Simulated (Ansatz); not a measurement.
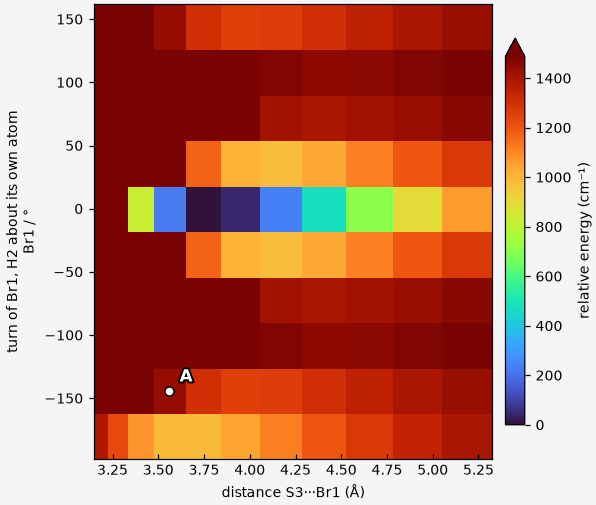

The pair BrH···H₂S. The turn is about an axis along (0.51, −0.77, −0.39) in the frame of the relaxed pair, normal to the line between the partners. First axis: distance S3···Br1. Second axis: turn of Br1, H2 about its own atom Br1. Grid: 11 × 10 points. Points are written as (first, second). Energies: cm⁻¹, counted from the lowest grid point. Energies and slopes of some neighbouring points disagree (a jump in structure or state, or too coarse a mesh). All numbers below come from RKS PBE0-D4/def2-TZVPD in Ansatz.

In the figure: one coloured cell a grid point, one colour for all values above the top of the scale, the point A.

Which way does the force act at A, and how strong is it?

A, at (3.558 Å, −144°), is not a stationary point. The computed force is 1100 cm⁻¹ for each Å towards larger values of distance S3···Br1 and 21 cm⁻¹ for each degree towards smaller values of the second coordinate.
